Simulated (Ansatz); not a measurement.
# AlFH2N (SMILES [NH2][Al][F]): U-wB97M-V/STO-3G

What is the vertical doublet–quartet gap of AlFH2N at U-wB97M-V/STO-3G? 

The results are computed with Ansatz 0.2.0.

## Step 1: The structure to begin with

The species is AlFH2N (5 atoms), typed as a doublet with charge 0. As SMILES, `[NH2][Al][F]`. The shape is that of a PBE0-D4/def2-TZVP optimisation.

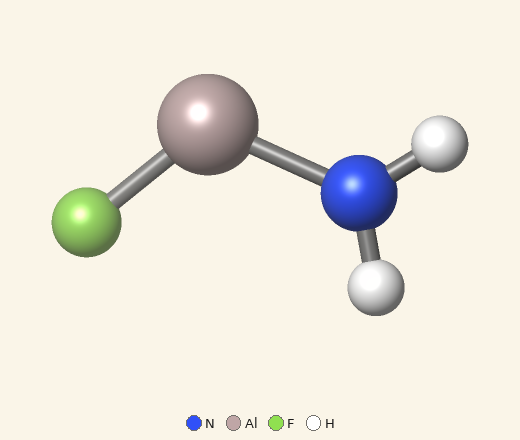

The structure, seen from a chosen angle (nitrogen blue, aluminium light grey, fluorine green, hydrogen white).

## Step 2: The energy at U-wB97M-V/STO-3G

in.yaml reads:

```yaml
basis:
  gaussian: {orbitals: STO-3G}
crystal:
  periodic: [false, false, false]
  atoms:
    - {symbol: N, position_ang: [-0.384700, 0.499000, -0.263800]}
    - {symbol: Al, position_ang: [0.632000, -0.282800, 0.949500]}
    - {symbol: F, position_ang: [1.228700, -1.786800, 0.590000]}
    - {symbol: H, position_ang: [-0.804300, 1.408300, -0.162700]}
    - {symbol: H, position_ang: [-0.621700, 0.088600, -1.154400]}
magnetization: {spin_polarized: true, initial_magnetization: 1}
hamiltonian: {xc: {name: wB97M-V}}
accuracy: high
```

Run with:

```sh
$ ansatz run in.yaml --threads 1 --pin off --max-ram 2610MiB --events-out events.jsonl --progress --plain --runs-dir runs
```

What it wrote:

```text
Warning: RAYON_NUM_THREADS=1 ignored (pool sized by the plan → 1); use --threads N
Functional definition: wB97M-V
  name "wB97M-V"
  parameter omega = 0.3/bohr
  parameter cx = 0.15
  parameter cx01 = 1.007
  parameter cx10 = 0.259
  parameter css00 = 0.443
  parameter css04 = -1.437
  parameter css10 = -4.535
  parameter css20 = -3.390
  parameter css43 = 4.278
  parameter cos00 = 1.000
  parameter cos10 = 1.358
  parameter cos20 = 2.924
  parameter cos21 = -8.812
  parameter cos60 = -1.390
  parameter cos61 = 9.142
  parameter b = 6.0
  parameter c = 0.01
  gx(w, u) = 1 - cx + cx01*u + cx10*w
  gss(w, u) = css00 + css04*u^4 + css10*w + css20*w^2 + css43*w^4*u^3
  gos(w, u) = cos00 + cos10*w + (cos20 + cos21*u)*w^2 + (cos60 + cos61*u)*w^6
  exchange = spin_sum(e_x_unif_sr(omega)*gx(b97_w, b97_u_x)) + cx*exact_x_sr(omega) + exact_x_lr(omega)
  correlation = spin_sum(e_c_pw_mod_same_spin*gss(b97_w, b97_u_same))
      + integral(e_c_pw_mod_opposite_spin*gos(b97_w_opposite, b97_u_opposite)) + vv10(b, c)
378 factors; integrals over basis functions are off by at most 3.4e-8 eV
152 factors; integrals over basis functions are off by at most 6.5e-10 eV
mean field evaluation 1: about -10694.4381 eV, gradient 1.9e1 eV
mean field evaluation 2: about -10696.2275 eV, gradient 1.4e1 eV
mean field evaluation 4: about -10697.5040 eV, gradient 7.3e-1 eV
mean field evaluation 8: about -10697.4886 eV, gradient 1.1e-2 eV
mean field evaluation 16: about -10697.4886 eV, gradient 5.9e-6 eV
mean field -10697.48863582 eV, -393.1254563483 hartree, gradient 8.6e-8 eV, S^2 0.751863; 0 other end points of the search recorded, 0 dependent functions left out
reference -10697.48863811 eV, -393.1254564322 hartree; 16, 15 occupied and 5, 6 virtual orbitals, 378 factors
Total energy: -10697.48863811 eV, -393.1254564322 hartree
```

Run time: 28 s. Hardware: 1 thread of Arm Neoverse V1, shared host; peak memory 0.54 GiB.

## Step 3: The quartet at the same level

in.yaml reads:

```yaml
basis:
  gaussian:
    orbitals: STO-3G
crystal:
  periodic: [false, false, false]
  atoms:
    - {symbol: "N", position_ang: [-0.384700, 0.499000, -0.263800]}
    - {symbol: Al, position_ang: [0.632000, -0.282800, 0.949500]}
    - {symbol: F, position_ang: [1.228700, -1.786800, 0.590000]}
    - {symbol: H, position_ang: [-0.804300, 1.408300, -0.162700]}
    - {symbol: H, position_ang: [-0.621700, 0.088600, -1.154400]}
hamiltonian:
  xc: {name: wB97M-V}
accuracy: high
magnetization:
  spin_polarized: true
  initial_magnetization: 3
```

Run with:

```sh
$ ansatz run in.yaml --threads 1 --pin off --max-ram 2610MiB --events-out events.jsonl --progress --plain --runs-dir runs
```

What it wrote, cut to the lines that bear on the results:

```text
Warning: RAYON_NUM_THREADS=1 ignored (pool sized by the plan → 1); use --threads N
[... 2 set-up lines as earlier in the session ...]
[...]
  gx(w, u) = 1 - cx + cx01*u + cx10*w
  gss(w, u) = css00 + css04*u^4 + css10*w + css20*w^2 + css43*w^4*u^3
  gos(w, u) = cos00 + cos10*w + (cos20 + cos21*u)*w^2 + (cos60 + cos61*u)*w^6
[...]
      + integral(e_c_pw_mod_opposite_spin*gos(b97_w_opposite, b97_u_opposite)) + vv10(b, c)
378 factors; integrals over basis functions are off by at most 3.4e-8 eV
152 factors; integrals over basis functions are off by at most 6.5e-10 eV
[...]
mean field -10689.42297611 eV, -392.8290488208 hartree, gradient 2.9e-8 eV, S^2 3.751492; 2 other end points of the search recorded, 0 dependent functions left out
reference -10689.42297838 eV, -392.8290489044 hartree; 17, 14 occupied and 4, 7 virtual orbitals, 378 factors
Total energy: -10689.42297838 eV, -392.8290489044 hartree
```

Run time: 34 s. Hardware: 1 thread of Arm Neoverse V1, shared host; peak memory 0.54 GiB.

## Step 4: Results

At U-wB97M-V/STO-3G:

```
                                        quantity          value
                           doublet: total energy  -393.12546 Eh
                                   doublet: ⟨S²⟩          0.752
                           quartet: total energy  -392.82905 Eh
                                   quartet: ⟨S²⟩          3.751
vertical energy of the quartet above the doublet       8.066 eV
```

At this shape the quartet lies 8.07 eV (778 kJ/mol) above the doublet.
